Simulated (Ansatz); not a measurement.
# Does disorder add resistance in series? Cu(111) layers displaced at 800 K

Two lengths of the disordered region are known. What area resistance does the third give?

Set-up. Ansatz 0.2.0, plane waves with PAW datasets at their recommended cutoffs (420 eV for most), Fermi-Dirac smearing; ballistic transmission by layer matching. The area resistance is RA = A (h/2e²)(1/T − 1/N), with T the zone-mean transmission per spin and N the lead's channels, both averaged over a few energies near the Fermi level; for magnets each spin is taken apart, with h/e², and the two conduct in parallel. Lateral cell 2x2, PBE, a fresh random draw for each length. Atoms are displaced independently, by 0.125 Å r.m.s. per direction; each RA is scaled by the nominal over the drawn mean square displacement.

The runs, with one result withheld:

```tsv
length (Å)	channels N	RA (fΩ m²)
8.35	3.210	0.0708
16.7	3.210	0.119
25.0	3.197	?
```

**Estimate by hand.**

Ohm's law makes RA linear in the length: the slope is (0.119 − 0.0708)/(16.7 − 8.35) = 5.81×10⁻³ fΩ m² per Å, or 5.8 µΩ cm. Then 0.119 + 5.81×10⁻³ × 8.35. Predicted: 0.168 fΩ m².

What the run gave:

0.198 fΩ m², so the prediction is 15 % too low. The three lengths together give 7.6 µΩ cm. Single draws scatter; these runs don't part the causes of the miss, and leave the question open.

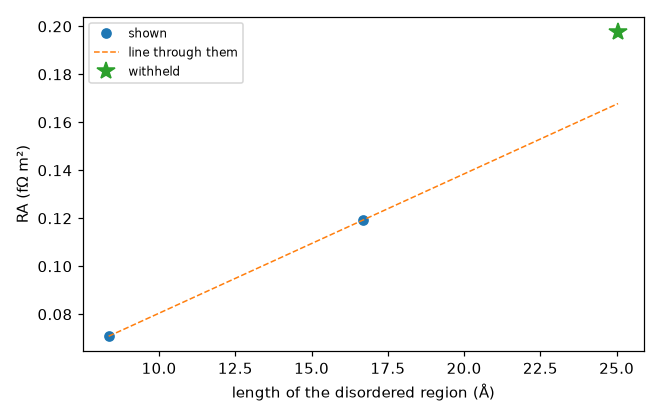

Area resistance against length.

Caveats: The scatterers repeat sideways with the small cell. The slope is a raw one; a model of isotropic scattering puts it 1.13 times the bulk value over these lengths.

[Logs are printed without paths, hosts, clocks, repeated set-up lines and the standing remarks that a program may print on its own settings, such as how far it seeks lower states.]
